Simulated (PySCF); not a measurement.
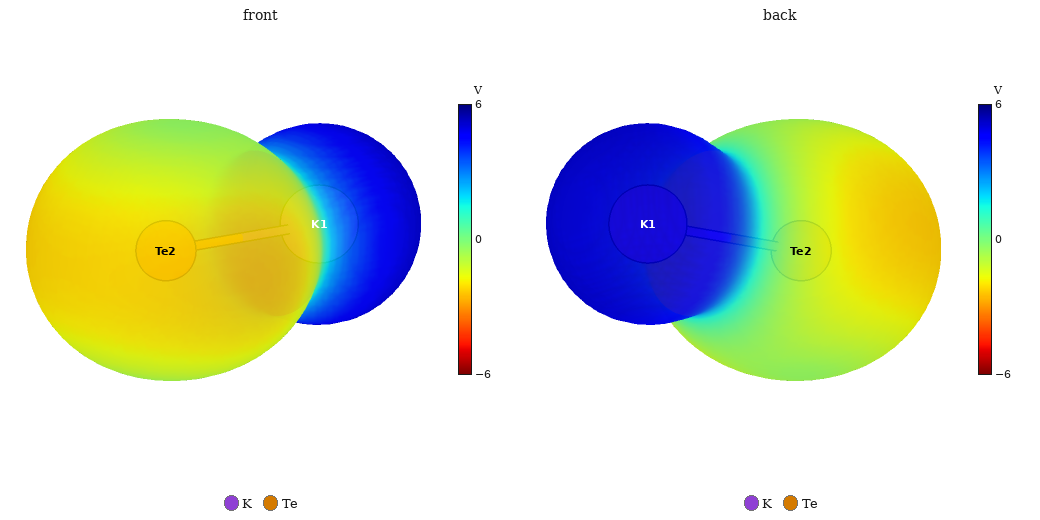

Figure 1: KTe (doublet). The molecular electrostatic potential painted on the density surface at 0.004 e/bohr³, seen from the front and from behind; red is negative and blue positive.

Core potentials replace the inner electrons of Te.

Theory: PBE0/def2-SVP, non-relativistic Hamiltonian with scalar-relativistic core potentials where named, at a bond length of 3.189 Å in PySCF.

Which sites attract a positive test charge, and which a negative one?

A positive charge is drawn to the negative regions and a negative charge to the positive ones. The most negative region (about −2.4 V) lies over Te2, the most positive (about +5.2 V) over K1.
